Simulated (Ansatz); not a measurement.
# [SiF3]− (SMILES F[Si-](F)F) at CCSD(T)/STO-3G

What is the energy change on altering one bond length of [SiF3]− at CCSD(T)/STO-3G? 

The results are computed with Ansatz 0.2.0.

5 further runs of the same task are left out: 4 that didn't finish, 1 set aside as unsound or not needed.

### 1 The system as given

The species is [SiF3]− (4 atoms), meant as a singlet with charge -1. SMILES: `F[Si-](F)F`. The shape is that of a GFN2-xTB optimisation.

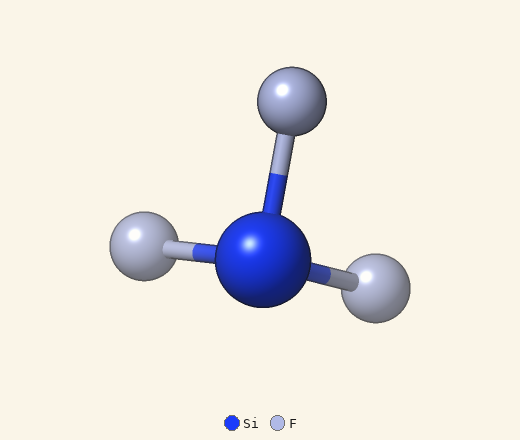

Viewed from a chosen angle; silicon blue, fluorine light blue.

### 2 A single-point energy at CCSD(T)/STO-3G

molecule.yaml reads:

```yaml
basis:
  gaussian:
    orbitals: STO-3G
crystal:
  periodic: [false, false, false]
  atoms:
    - {symbol: Si, position_ang: [-0.004470, 0.005770, 0.685050]}
    - {symbol: F, position_ang: [1.428310, -0.030960, -0.216950]}
    - {symbol: F, position_ang: [-0.687310, 1.250250, -0.242810]}
    - {symbol: F, position_ang: [-0.736530, -1.225060, -0.225300]}
total_charge: -1
correlation:
  method: ccsd_t
  frozen_orbitals: {F: 1, Si: 5}
accuracy: high
scf:
  omitted_lower_state_checks: [cluster_reference, increment]
```

The run is started by

```console
$ ansatz run molecule.yaml --threads 1 --pin off --max-ram 2610MiB --events-out events.jsonl --progress --plain --runs-dir runs
```

The log of the run, shortened:

```text
Warning: RAYON_NUM_THREADS=1 ignored (pool sized by the plan → 1); use --threads N
Functional definition: HF
  name "HF"
[...]
463 factors; integrals over basis functions are off by at most 4.2e-8 eV
[...]
mean field -15771.81017351 eV, -579.6033333597 hartree, gradient 4.7e-9 eV, S^2 0.000000; 0 other end points of the search recorded, 0 dependent functions left out
8 core orbitals not correlated: weight in the atoms' cores, before any rotation towards them, 1.000 or more for the frozen orbitals, at most 0.000 for the correlated occupied ones
reference -15771.81017351 eV, -579.6033333597 hartree; 13, 13 occupied and 3, 3 virtual orbitals, 463 factors
second order -1.64475656 eV of doubles, -0.00000000 eV of singles
cycle   1  -1.84000310 eV  change   -2.0e-1 eV  update   6.6e-2
[...]
cycle  18  -2.02866495 eV  change  -4.5e-10 eV  update   2.7e-9
perturbative correction -0.10385761 eV, -0.0038166967 hartree
Total energy: -15773.94269607 eV, -579.6817021184 hartree
Checks for a lower state left out: cluster_reference, increment
```

Run time: 0.12 s. Hardware: 1 thread of AMD EPYC 9R45 (Zen 5), shared host.

### 3 The distorted shape

molecule.yaml reads:

```yaml
crystal:
  periodic: [false, false, false]
  atoms:
    - {symbol: Si, position_ang: [0.178558, 0.313499, 0.912654]}
    - {symbol: F, position_ang: [1.611338, 0.276769, 0.010654]}
    - {symbol: F, position_ang: [-0.504282, 1.557979, -0.015206]}
    - {symbol: F, position_ang: [-0.736530, -1.225060, -0.225300]}
basis:
  gaussian:
    orbitals: STO-3G
accuracy: high
total_charge: -1
correlation:
  method: ccsd_t
  frozen_orbitals: {F: 1, Si: 5}
scf:
  omitted_lower_state_checks: [cluster_reference, increment]
```

The run is started by

```console
$ ansatz run molecule.yaml --threads 1 --pin off --max-ram 2610MiB --events-out events.jsonl --progress --plain --runs-dir runs
```

The log of the run, shortened:

```text
Warning: RAYON_NUM_THREADS=1 ignored (pool sized by the plan → 1); use --threads N
[... 2 set-up lines as earlier in the session ...]
[...]
448 factors; integrals over basis functions are off by at most 3.8e-8 eV
[...]
mean field -15769.90704616 eV, -579.5333947193 hartree, gradient 2.3e-8 eV, S^2 0.000000; 0 other end points of the search recorded, 0 dependent functions left out
8 core orbitals not correlated: weight in the atoms' cores, before any rotation towards them, 1.000 or more for the frozen orbitals, at most 0.000 for the correlated occupied ones
reference -15769.90704616 eV, -579.5333947193 hartree; 13, 13 occupied and 3, 3 virtual orbitals, 448 factors
second order -1.98358406 eV of doubles, -0.00000000 eV of singles
cycle   1  -2.22069058 eV  change   -2.4e-1 eV  update   9.0e-2
[...]
cycle  22  -2.53024421 eV  change    3.1e-9 eV  update   3.2e-9
perturbative correction -0.12721740 eV, -0.0046751533 hartree
Total energy: -15772.56450777 eV, -579.6310546322 hartree
Checks for a lower state left out: cluster_reference, increment
```

It took 0.14 s on 1 thread of AMD EPYC 9R45 (Zen 5), shared host.

### 4 Outcome

Level: CCSD(T)/STO-3G, 8 core orbitals frozen.

```
                                                          quantity          value
                                         first shape: total energy  -579.68170 Eh
          first shape: correlation energy (8 core orbitals frozen)      -78.4 mEh
                                       first shape: (T) correction      -3.82 mEh
                                        first shape: T1 diagnostic          0.010
                                     distorted shape: total energy  -579.63105 Eh
      distorted shape: correlation energy (8 core orbitals frozen)      -97.7 mEh
                                   distorted shape: (T) correction      -4.68 mEh
                                    distorted shape: T1 diagnostic          0.015
energy change with the Si1–F4 bond stretched from 1.697 to 2.121 Å       1.378 eV
```

With the Si1–F4 bond stretched from 1.697 to 2.121 Å the energy rises by 1.38 eV (32 kcal/mol). The first shape isn't relaxed at this level, so the change isn't measured from a minimum. The minimal basis adds a large error of its own. The triples (first shape) make up 4.9 % of the correlation energy. The triples (distorted shape) make up 4.8 % of the correlation energy.
